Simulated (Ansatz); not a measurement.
C2H7Ga: several calculations on one system

### Relaxation

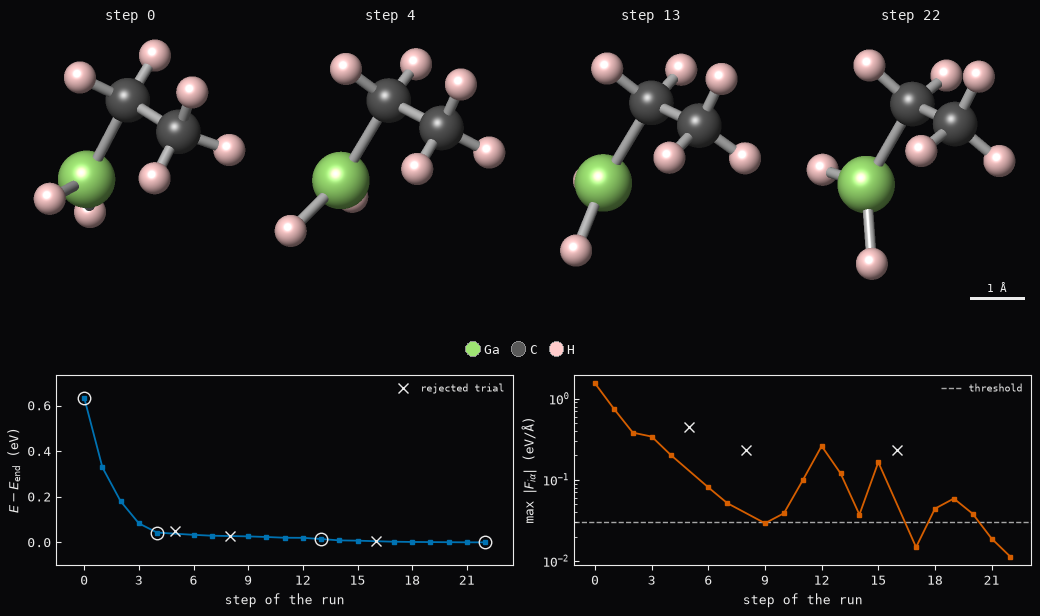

Frames of a relaxation of C₂H₇Ga, marked on the history of the run. A ball-and-stick model, seen from a free direction.

The run prepares an end point of a later path (reaction) calculation, from a guessed geometry.

All numbers below come from RKS B3LYP-D4/def2-SVP in Ansatz 0.2.0.

The input:
```yaml
crystal:
  periodic: [false, false, false]
  atoms:
    - { symbol: Ga, position_ang: [0.330532, 0.00347, 0.026977] }
    - { symbol: C, position_ang: [1.07584, -0.0278, 1.844978] }
    - { symbol: H, position_ang: [0.457401, -0.370672, 2.692178] }
    - { symbol: H, position_ang: [1.902317, -0.754387, 1.74215] }
    - { symbol: C, position_ang: [1.643833, 1.367096, 2.166158] }
    - { symbol: H, position_ang: [2.302353, 1.350487, 3.051944] }
    - { symbol: H, position_ang: [2.244889, 1.776268, 1.334666] }
    - { symbol: H, position_ang: [0.839612, 2.092438, 2.37871] }
    - { symbol: H, position_ang: [1.817678, 0.208579, -0.391794] }
    - { symbol: H, position_ang: [-1.044055, -0.055478, -0.700367] }
basis:
  gaussian: { orbitals: def2-SVP }
hamiltonian:
  xc: b3lyp
  dispersion: d4
relax:
  f_tol: 0.03
  max_steps: 50
output:
  orbitals: {}
```

Run as
```bash
ansatz run input.yaml --threads 2 --pin off --max-ram 3072MiB --backend cpu --events-out ev --progress --plain --runs-dir out
```

> What happens along the run?

H9 moves most after the best rigid fit: 1.62 Å. By element the largest moves are H 1.62 Å, C 0.25 Å, Ga 0.12 Å. Among the contacts that change: Ga1–H10 1.556 → 1.580 Å, Ga1–C2 1.965 → 1.988 Å, C2–C5 1.540 → 1.533 Å. Among the angles between lasting bonds that change: C2–Ga1–H9 83.6° → 120.8°, C2–Ga1–H10 140.1° → 120.2°, H9–Ga1–H10 136.2° → 119.1°. Groups turn about Ga1–C2 by about 70°. Over 19 accepted moves (22 points after the start) the energy falls by 0.633 eV. The largest force component goes from 1.5 to 0.011 eV/Å. The line search rejected the trial steps at points 5, 8, 16 of the run. The forces were under the threshold at step 9, but the run went on from there. From step 0 to 4: H9 moves most (0.77 Å), energy −0.591 eV. From step 4 to 13: H10 moves most (0.57 Å), energy −0.028 eV. From step 13 to 22: H9 moves most (0.63 Å), energy −0.015 eV.

### Relaxation

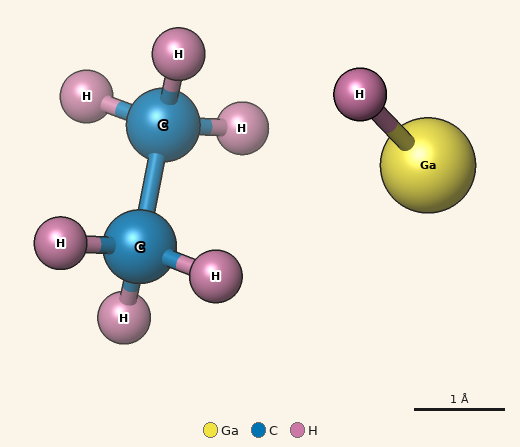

C$_{2}$H$_{7}$Ga, before the relaxation. The picture is a ball-and-stick view, seen at a tilt.

The run prepares an end point of a later path (reaction) calculation, from a guessed geometry.

These are results of Ansatz 0.2.0, RKS B3LYP-D4/def2-SVP, not measurements.

The input:
```yaml
crystal:
  periodic: [false, false, false]
  atoms:
    - { symbol: Ga, position_ang: [-0.240086, 0.654128, -0.762976] }
    - { symbol: C, position_ang: [1.708366, -0.151621, 1.621713] }
    - { symbol: H, position_ang: [0.766869, -0.698216, 1.790324] }
    - { symbol: H, position_ang: [2.487586, -0.646501, 2.223331] }
    - { symbol: C, position_ang: [1.574912, 1.323605, 1.98962] }
    - { symbol: H, position_ang: [1.289762, 1.450488, 3.045321] }
    - { symbol: H, position_ang: [2.516092, 1.871582, 1.823133] }
    - { symbol: H, position_ang: [0.795362, 1.833465, 1.393691] }
    - { symbol: H, position_ang: [2.003698, -0.283752, 0.562637] }
    - { symbol: H, position_ang: [-1.332162, 0.236822, 0.458805] }
basis:
  gaussian: { orbitals: def2-SVP }
hamiltonian:
  xc: b3lyp
  dispersion: d4
relax:
  f_tol: 0.03
  max_steps: 50
output:
  orbitals: {}
```

Launched with:
```bash
ansatz run input.yaml --threads 2 --pin off --max-ram 3072MiB --backend cpu --events-out ev --progress --plain --runs-dir out
```

Q: Predict the outcome.

A: The atom that moves furthest after the best rigid fit is Ga1 (0.16 Å). By element the largest moves are Ga 0.16 Å, H 0.11 Å, C 0.05 Å. After 2 accepted moves (3 points after the start) the energy has fallen by 0.008 eV. The largest force component goes from 0.08 to 0.018 eV/Å. The line search rejected the trial step at point 2 of the run. The run took 11 s on 2 threads of Arm Neoverse V1, on a shared host, peak memory 0.2 GiB.

Final geometry:

```xyz
10

Ga   -0.3462    0.6923   -0.8698
C     1.7403   -0.1603    1.6534
H     0.8074   -0.7162    1.8405
H     2.5340   -0.6376    2.2502
C     1.5891    1.3175    2.0043
H     1.3171    1.4542    3.0629
H     2.5194    1.8778    1.8195
H     0.7941    1.8047    1.4107
H     2.0155   -0.3005    0.5930
H    -1.4003    0.2582    0.3810
```

The end point in the same view:

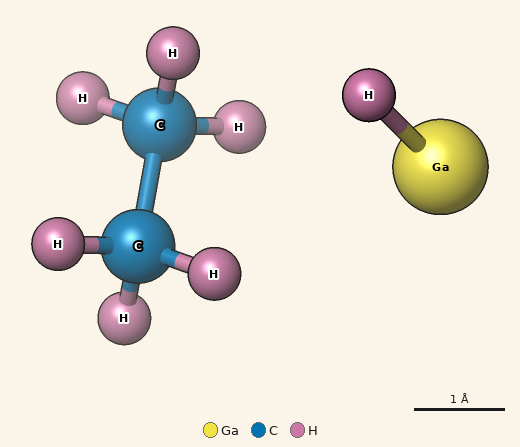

Limits of the set-up: the start holds two separate molecules, 2.7 Å apart at their closest, whose relative position is a soft coordinate.

### Path

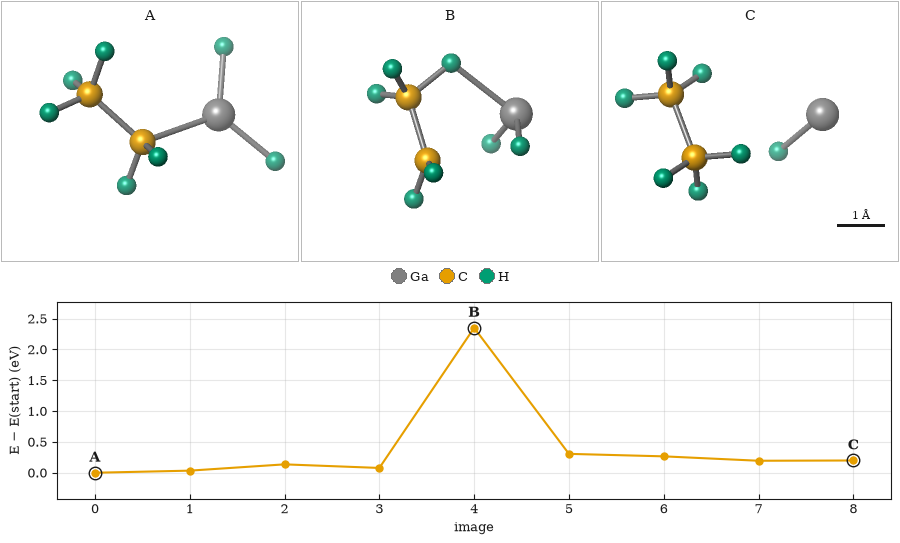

A search for the minimum-energy path of C2H7Ga by the nudged elastic band. Images are numbered from 0 (start) to 8 (end). Frames A to C are images 0, 4, 8. The picture is a ball-and-stick view, seen at a tilt.

These are results of Ansatz 0.2.0, RKS B3LYP-D4/def2-SVP, not measurements. Set-up: 7 movable images; climbing image; force threshold 0.05 eV/Å; iteration limit 60; starting path through a guess of the saddle point.

**Read off the barrier and say what moves.**

The path has more than one stage, and so few images may leave a stage unresolved. Breaking: C–Ga (1.99 → 3.38 Å), Ga–H (1.58 → 2.95 Å). Forming: C–H (3.11 → 1.10 Å). The highest point, image 4, lies 2.35 eV above the start and 2.15 eV above the end; the end is at +0.20 eV relative to the start. The band converged in 28 iterations. The largest component of the band force went from 11 to 0.049 eV/Å. The climbing image converged on the top of the path. Its vibrational analysis gives one imaginary mode (756i cm⁻¹), as a transition state must have.
